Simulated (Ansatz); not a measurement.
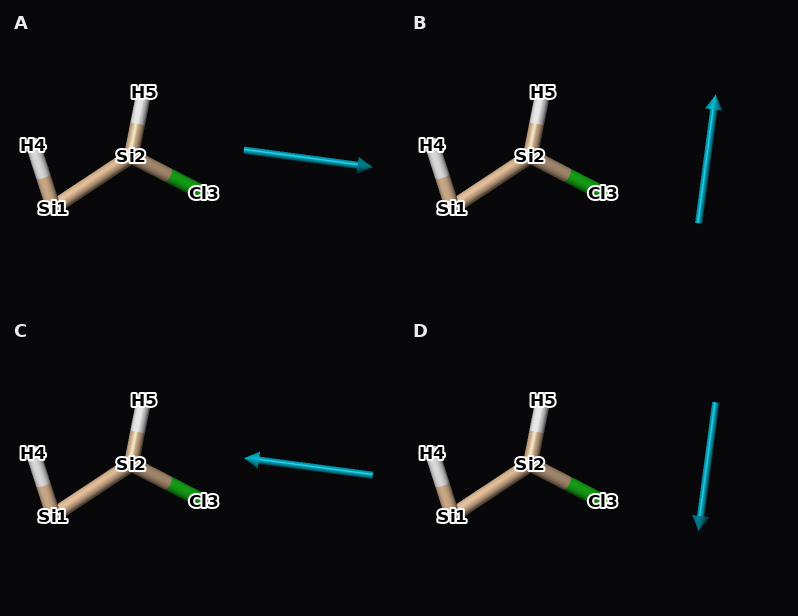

The same molecule four times, each with an arrow. State: neutral, doublet. The geometry was computed by an optimisation with PBE0-D4/def2-TZVP. No frequency run is at hand to confirm it as a minimum. Level of theory: UKS PBE0-D4/def2-TZVP (Ansatz 0.2.0).

Which arrow points along the dipole moment, from the negative to the positive end?

B. The dipole moment is 1.00 D; it points from the side of Si1 to the side of H5 (the outermost atoms at the two ends).
